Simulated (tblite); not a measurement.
**Geometry relaxation, with input and output: C₅H₁₀B₂Si**

C₅H₁₀B₂Si, computed with GFN2-xTB geometry optimisation, gas phase (tblite 0.8.0).

It belongs to a series of runs on one base structure; here: constitutional isomer.

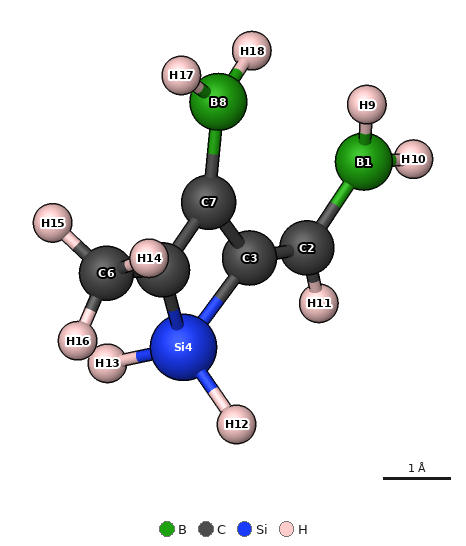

*The structure as given in the input (ball-and-stick view, seen at a tilt; atoms are numbered from 1 in the order of the input).*

Bond lengths as drawn: B–C 1.57 Å, B–H 1.17 to 1.18 Å, C–C 1.32 to 1.54 Å, C–H 1.09 to 1.11 Å, C–Si 1.74 to 1.76 Å and H–Si 1.46 to 1.48 Å.

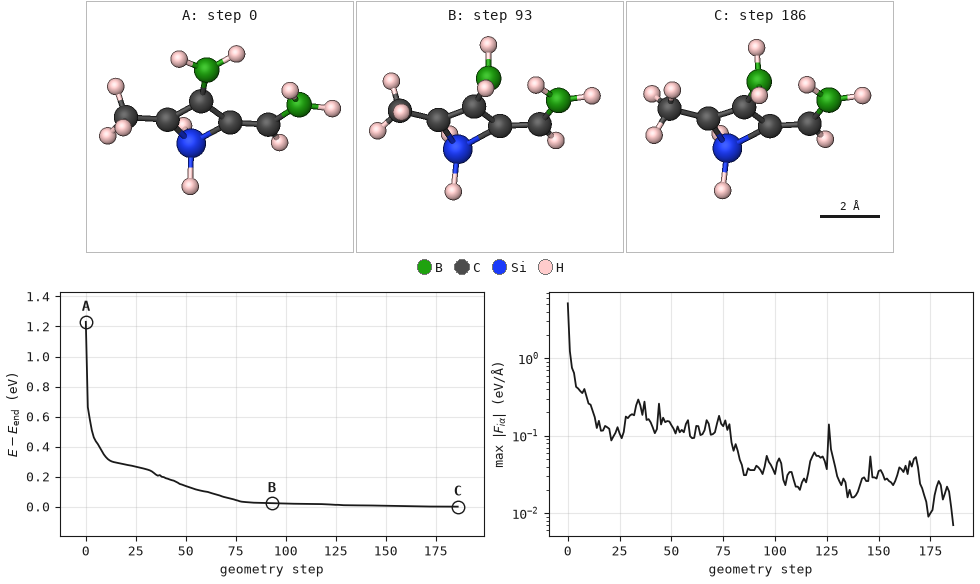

*Frames of the relaxation (ball-and-stick view, seen at a tilt) above the curves, on which the letters mark them (steps are counted from 0).*

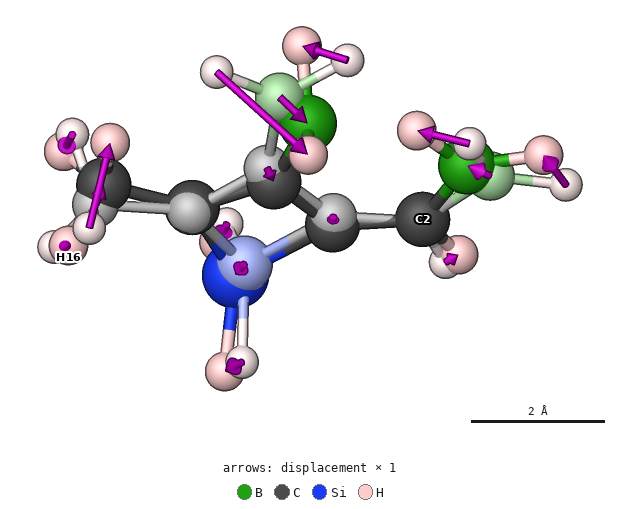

*Start (faint) and end (solid) with the displacements as pink arrows, at true length (ball-and-stick view, seen at a tilt). The two geometries are laid on each other by the best rigid fit.*

The largest move after the best rigid fit is that of H17, 1.91 Å. By element the largest moves are H 1.91 Å, B 0.59 Å, Si 0.32 Å, C 0.32 Å. Among the contacts that change: C3–Si4 1.743 → 1.906 Å, Si4–C5 1.757 → 1.896 Å, C3–C7 1.538 → 1.461 Å, B1–C2 1.572 → 1.507 Å. Among the angles that change: C2–C3–C7 138.6° → 124.9°, C2–C3–Si4 132.3° → 142.8°, C3–C7–B8 132.3° → 123.2°. Over 186 geometry steps the energy falls by 1.231 eV. Largest force component: 5.1 eV/Å at the start, 0.007 eV/Å at the end. (Atoms are counted from 1 in the order of the input.)

These pictures come from the run below.

Input file:
```
{"job": {"kind": "relax", "xc": "GFN2-xTB", "basis": "xTB"}, "charge": 0, "multiplicity": 1}
B      2.903200    -1.259400    -0.268100
C      1.422500    -1.765300    -0.115100
C      0.372700    -0.972900    -0.031500
Si    -1.323400    -1.293800     0.207400
C     -1.283300     0.462700     0.234200
C     -2.342700     1.494900     0.432200
C      0.048000     0.526100    -0.140300
B      0.930300     1.774900    -0.486100
H      3.177700    -0.122800    -0.145100
H      3.769800    -2.043300    -0.327700
H      1.279700    -2.841000    -0.024600
H     -1.614500    -1.876600     1.540800
H     -1.990300    -1.848900    -0.966200
H     -2.048700     2.149200     1.281700
H     -2.446300     2.118200    -0.481500
H     -3.310300     1.006600     0.672300
H      0.439300     2.849900    -0.460200
H      2.007600     1.647900    -0.934000
```

The first line tells a small driver script what to run in tblite; the rest is the geometry in Å.

Command:
```bash
OMP_NUM_THREADS=1 python <driver script> task.json out
```

Output:
```
step      E/eV     max force
  0    -540.32462    7.221
  1    -540.89329    1.596
  2    -540.97414    0.863
  3    -541.04682    0.703
  4    -541.09456    0.442
  5    -541.12018    0.438
  6    -541.13851    0.418
  7    -541.16207    0.413
  8    -541.18654    0.419
  9    -541.20773    0.350
 10    -541.22491    0.317
 11    -541.23877    0.292
 12    -541.24842    0.225
 13    -541.25479    0.193
 14    -541.25889    0.147
 15    -541.26190    0.174
 16    -541.26458    0.137
 17    -541.26712    0.122
 18    -541.26984    0.142
 19    -541.27292    0.138
 20    -541.27601    0.135
 21    -541.27858    0.105
 22    -541.28078    0.109
 23    -541.28328    0.121
 24    -541.28630    0.133
 25    -541.28941    0.124
 26    -541.29224    0.112
 27    -541.29507    0.134
 28    -541.29838    0.191
 29    -541.30213    0.183
 30    -541.30583    0.188
 31    -541.30952    0.196
 32    -541.31407    0.194
 33    -541.32088    0.270
 34    -541.33074    0.339
 35    -541.34163    0.311
 36    -541.34951    0.193
 37    -541.34559    0.395
 38    -541.35680    0.169
 39    -541.35917    0.170
 40    -541.36626    0.158
 41    -541.36986    0.156
 42    -541.37506    0.152
 43    -541.37944    0.161
 44    -541.38274    0.273
 45    -541.38916    0.195
 46    -541.39611    0.208
 47    -541.40477    0.171
 48    -541.40842    0.172
 49    -541.41361    0.181
 50    -541.41844    0.183
 51    -541.42305    0.152
 52    -541.42778    0.148
 53    -541.43214    0.146
 54    -541.43690    0.146
 55    -541.44099    0.169
 56    -541.44463    0.153
 57    -541.44770    0.145
 58    -541.45086    0.160
 59    -541.45348    0.104
 60    -541.45577    0.114
 61    -541.45778    0.110
 62    -541.46216    0.172
 63    -541.46635    0.173
 64    -541.46999    0.126
 65    -541.47289    0.124
 66    -541.47665    0.147
 67    -541.48164    0.197
 68    -541.48680    0.186
 69    -541.49091    0.119
 70    -541.49414    0.128
 71    -541.49726    0.137
 72    -541.50021    0.171
 73    -541.50391    0.192
 74    -541.50739    0.151
 75    -541.51189    0.145
 76    -541.51526    0.178
 77    -541.52002    0.151
 78    -541.52275    0.178
 79    -541.52430    0.092
 80    -541.52538    0.071
 81    -541.52652    0.082
 82    -541.52785    0.071
 83    -541.52896    0.052
 84    -541.52939    0.046
 85    -541.52977    0.039
 86    -541.53019    0.041
 87    -541.53063    0.049
 88    -541.53100    0.038
 89    -541.53132    0.044
 90    -541.53167    0.046
 91    -541.53210    0.057
 92    -541.53254    0.048
 93    -541.53289    0.046
 94    -541.53316    0.042
 95    -541.53348    0.056
 96    -541.53389    0.073
 97    -541.53430    0.059
 98    -541.53460    0.042
 99    -541.53483    0.037
100    -541.53508    0.044
101    -541.53542    0.057
102    -541.53582    0.060
103    -541.53616    0.049
104    -541.53636    0.027
105    -541.53650    0.026
106    -541.53662    0.035
107    -541.53675    0.037
108    -541.53694    0.036
109    -541.53712    0.030
110    -541.53725    0.026
111    -541.53735    0.025
112    -541.53744    0.025
113    -541.53759    0.028
114    -541.53777    0.038
115    -541.53797    0.037
116    -541.53818    0.033
117    -541.53845    0.048
118    -541.53882    0.065
119    -541.53930    0.070
120    -541.53984    0.058
121    -541.54046    0.056
122    -541.54126    0.055
123    -541.54225    0.074
124    -541.54315    0.067
125    -541.54376    0.051
126    -541.54355    0.142
127    -541.54452    0.082
128    -541.54489    0.064
129    -541.54609    0.053
130    -541.54634    0.045
131    -541.54668    0.031
132    -541.54685    0.026
133    -541.54701    0.031
134    -541.54712    0.033
135    -541.54722    0.020
136    -541.54727    0.021
137    -541.54731    0.017
138    -541.54743    0.018
139    -541.54752    0.019
140    -541.54762    0.023
141    -541.54774    0.025
142    -541.54789    0.031
143    -541.54809    0.032
144    -541.54835    0.033
145    -541.54861    0.032
146    -541.54875    0.067
147    -541.54895    0.043
148    -541.54912    0.036
149    -541.54946    0.030
150    -541.54979    0.037
151    -541.55025    0.041
152    -541.55056    0.039
153    -541.55075    0.032
154    -541.55088    0.032
155    -541.55101    0.028
156    -541.55115    0.025
157    -541.55132    0.031
158    -541.55149    0.032
159    -541.55173    0.036
160    -541.55199    0.041
161    -541.55229    0.045
162    -541.55261    0.045
163    -541.55299    0.063
164    -541.55341    0.049
165    -541.55379    0.060
166    -541.55400    0.045
167    -541.55426    0.060
168    -541.55448    0.066
169    -541.55470    0.051
170    -541.55486    0.028
171    -541.55496    0.024
172    -541.55500    0.019
173    -541.55503    0.015
174    -541.55506    0.012
175    -541.55509    0.014
176    -541.55512    0.013
177    -541.55516    0.023
178    -541.55522    0.025
179    -541.55530    0.030
180    -541.55540    0.028
181    -541.55548    0.021
182    -541.55556    0.019
183    -541.55562    0.023
184    -541.55568    0.023
185    -541.55573    0.015
186    -541.55576    0.008
```

Trajectory as extended XYZ (Å, eV, eV/Å), 6 of the 187 frames kept, from step=0 to step=186:
```
18
Properties=species:S:1:pos:R:3:forces:R:3 step=0 energy=-540.32462
B     2.9032   -1.2594   -0.2681   -0.4430  -0.1890   0.4430
C     1.4225   -1.7653   -0.1151    2.7420   0.1020  -0.3180
C     0.3727   -0.9729   -0.0315    2.3630   2.3580  -0.9490
Si   -1.3234   -1.2938    0.2074   -4.8950  -5.1450   1.3080
C    -1.2833    0.4627    0.2342    0.1700   3.6830  -0.3860
C    -2.3427    1.4949    0.4322    0.2220   0.3160   0.0790
C     0.0480    0.5261   -0.1403    0.8630   0.1170   0.4360
B     0.9303    1.7749   -0.4861   -0.5150  -0.4750  -0.2660
H     3.1777   -0.1228   -0.1451   -0.0780  -0.2490  -0.0920
H     3.7698   -2.0433   -0.3277    0.0280  -0.0360  -0.1560
H     1.2797   -2.8410   -0.0246   -0.2520   0.1840   0.0300
H    -1.6145   -1.8766    1.5408   -0.2520  -0.1560  -0.3280
H    -1.9903   -1.8489   -0.9662   -0.2290  -0.1810   0.0690
H    -2.0487    2.1492    1.2817   -0.2810  -0.2500  -0.5770
H    -2.4463    2.1182   -0.4815   -0.0020  -0.2900   0.6380
H    -3.3103    1.0066    0.6723    0.6300   0.3810  -0.2070
H     0.4393    2.8499   -0.4602    0.1030  -0.2410   0.1580
H     2.0076    1.6479   -0.9340   -0.1730   0.0720   0.1180
18
Properties=species:S:1:pos:R:3:forces:R:3 step=37 energy=-541.34559
B     2.9093   -1.0967   -0.1996   -0.2020  -0.0790   0.1260
C     1.5122   -1.7055   -0.0905   -0.1210  -0.0360  -0.0540
C     0.3432   -1.0350   -0.0374    0.0880   0.0780   0.0690
Si   -1.4831   -1.4674    0.2615    0.0020  -0.1590  -0.1480
C    -1.3005    0.4173    0.1938    0.0010   0.1230   0.0700
C    -2.1944    1.5972    0.3577    0.0840  -0.0810  -0.0470
C     0.0476    0.4099   -0.0823   -0.0010   0.0440  -0.1170
B     0.8845    1.6395   -0.4764   -0.2760  -0.0990   0.1250
H     3.0725   -0.0111    0.1838    0.1300   0.2460   0.0040
H     3.8001   -1.7482   -0.5731    0.1440  -0.0370  -0.0730
H     1.4160   -2.7901   -0.0447    0.0170   0.0410  -0.0280
H    -1.8589   -2.1243    1.5046   -0.0720   0.0010   0.1700
H    -2.1749   -2.1179   -0.8499   -0.0550   0.0450  -0.0480
H    -1.7994    2.2584    1.1291   -0.0260  -0.0130   0.0420
H    -2.2397    2.1804   -0.5599    0.0110  -0.0080  -0.0960
H    -3.2064    1.2981    0.6172   -0.0050  -0.0380   0.0690
H     0.6142    2.6694   -0.0022    0.0450   0.1430   0.2020
H     1.6488    1.6323   -1.3432    0.2370  -0.1720  -0.2650
18
Properties=species:S:1:pos:R:3:forces:R:3 step=74 energy=-541.50739
B     2.7268   -0.8486   -0.2404   -0.0050  -0.0060   0.0100
C     1.4878   -1.6936   -0.0861   -0.0200  -0.0440   0.0780
C     0.2760   -1.0995    0.0171   -0.0390  -0.0210  -0.0950
Si   -1.5641   -1.4989    0.2601    0.0040  -0.0480   0.0300
C    -1.3218    0.3830    0.2055   -0.0070   0.0110   0.0140
C    -2.1697    1.6003    0.3008   -0.0140  -0.0110  -0.0050
C     0.0257    0.3375   -0.0333    0.0370   0.0300  -0.0030
B     1.1445    1.3643   -0.3558    0.1430   0.0490   0.0040
H     2.5465    0.3308   -0.1243    0.0230  -0.0550  -0.0430
H     3.7957   -1.2682   -0.4527    0.0550   0.0340   0.0050
H     1.4943   -2.7759   -0.0311    0.0940  -0.0720  -0.0290
H    -1.9464   -2.1630    1.5054   -0.0580   0.0320   0.0550
H    -2.2342   -2.1472   -0.8683   -0.0350   0.0470  -0.0130
H    -1.6926    2.3466    0.9390   -0.0160  -0.0110  -0.0800
H    -2.2867    2.0323   -0.6944   -0.0140   0.0700   0.0260
H    -3.1600    1.3765    0.6941    0.0310  -0.0350   0.0030
H     1.4892    2.1555    0.4439   -0.0820  -0.0110  -0.0110
H     1.3802    1.5742   -1.4912   -0.0950   0.0440   0.0550
18
Properties=species:S:1:pos:R:3:forces:R:3 step=112 energy=-541.53744
B     2.7200   -0.8568   -0.2814   -0.0080  -0.0170  -0.0050
C     1.4987   -1.7192   -0.0896   -0.0020  -0.0020   0.0000
C     0.2783   -1.1294   -0.0096    0.0020  -0.0020   0.0000
Si   -1.5690   -1.5044    0.2624   -0.0170   0.0050  -0.0050
C    -1.3107    0.3703    0.1498    0.0070  -0.0050   0.0170
C    -2.1518    1.5908    0.2549    0.0060  -0.0080   0.0020
C     0.0403    0.3105   -0.0637    0.0050  -0.0030   0.0090
B     1.1697    1.3570   -0.2963   -0.0030   0.0070   0.0200
H     2.4874    0.3210   -0.3593    0.0090   0.0170   0.0060
H     3.8244   -1.2338   -0.3550   -0.0090   0.0080  -0.0070
H     1.5357   -2.8006   -0.0044    0.0060   0.0010  -0.0090
H    -1.9725   -2.0722    1.5501   -0.0030  -0.0040   0.0070
H    -2.2881   -2.1670   -0.8277    0.0040   0.0050   0.0030
H    -1.6216    2.3688    0.8035    0.0000   0.0190  -0.0170
H    -2.3710    1.9816   -0.7402   -0.0020  -0.0080  -0.0060
H    -3.0962    1.3784    0.7519   -0.0020  -0.0060   0.0010
H     1.5350    2.0013    0.6184   -0.0080  -0.0100  -0.0020
H     1.2827    1.8102   -1.3755    0.0160   0.0020  -0.0110
18
Properties=species:S:1:pos:R:3:forces:R:3 step=149 energy=-541.54946
B     2.7068   -0.8563   -0.3465    0.0070  -0.0110  -0.0080
C     1.4911   -1.7220   -0.1420   -0.0050   0.0050   0.0130
C     0.2845   -1.1271    0.0411   -0.0070  -0.0030  -0.0090
Si   -1.5678   -1.4959    0.2907   -0.0090   0.0010  -0.0120
C    -1.3038    0.3759    0.1500   -0.0010   0.0050   0.0040
C    -2.1630    1.5860    0.1431   -0.0130  -0.0050   0.0180
C     0.0570    0.3158    0.0232   -0.0120   0.0000   0.0240
B     1.2047    1.3610   -0.1185    0.0030  -0.0050  -0.0170
H     2.4906    0.3282   -0.3132    0.0020  -0.0130  -0.0030
H     3.7952   -1.2374   -0.5326    0.0280   0.0080   0.0080
H     1.5218   -2.8069   -0.1343    0.0000   0.0020   0.0060
H    -1.9814   -2.0162    1.5959    0.0090  -0.0020  -0.0110
H    -2.2783   -2.1969   -0.7806   -0.0060   0.0020  -0.0050
H    -1.5660    2.4836    0.2941   -0.0030   0.0130   0.0000
H    -2.6778    1.6712   -0.8152   -0.0030  -0.0080  -0.0130
H    -2.9282    1.5204    0.9164    0.0140   0.0070   0.0110
H     1.5871    1.8934    0.8591   -0.0040   0.0040  -0.0030
H     1.3188    1.9294   -1.1424    0.0000   0.0020  -0.0030
18
Properties=species:S:1:pos:R:3:forces:R:3 step=186 energy=-541.55576
B     2.7204   -0.8610   -0.2809    0.0010   0.0020  -0.0020
C     1.4950   -1.7221   -0.1144    0.0010   0.0020   0.0030
C     0.2811   -1.1258    0.0050   -0.0020  -0.0030  -0.0050
Si   -1.5763   -1.4945    0.2178    0.0040   0.0000   0.0040
C    -1.3046    0.3798    0.1340   -0.0010   0.0000  -0.0030
C    -2.1622    1.5893    0.1917   -0.0020  -0.0020   0.0070
C     0.0539    0.3177   -0.0130   -0.0010  -0.0010   0.0030
B     1.2012    1.3613   -0.1702    0.0000  -0.0030   0.0030
H     2.4996    0.3226   -0.2944    0.0000  -0.0010   0.0020
H     3.8201   -1.2402   -0.3950    0.0000   0.0000   0.0010
H     1.5247   -2.8067   -0.0848   -0.0010   0.0010  -0.0010
H    -2.0153   -2.0721    1.4897    0.0020   0.0000  -0.0020
H    -2.2688   -2.1423   -0.8980   -0.0020   0.0000   0.0010
H    -1.5653    2.4947    0.0953    0.0010   0.0000  -0.0010
H    -2.9041    1.5636   -0.6073   -0.0010   0.0020  -0.0040
H    -2.7063    1.6200    1.1367    0.0010   0.0010  -0.0010
H     1.5644    1.9353    0.7906    0.0000   0.0000   0.0020
H     1.3336    1.8865   -1.2146    0.0020   0.0020  -0.0060
```

Summary:

| quantity | value |
| --- | --- |
| outcome | converged |
| total energy | −541.5558 eV |
| hardware | 1 CPU thread, shared host |
| wall time | 1.2 s |
| peak memory | 0.18 GiB |
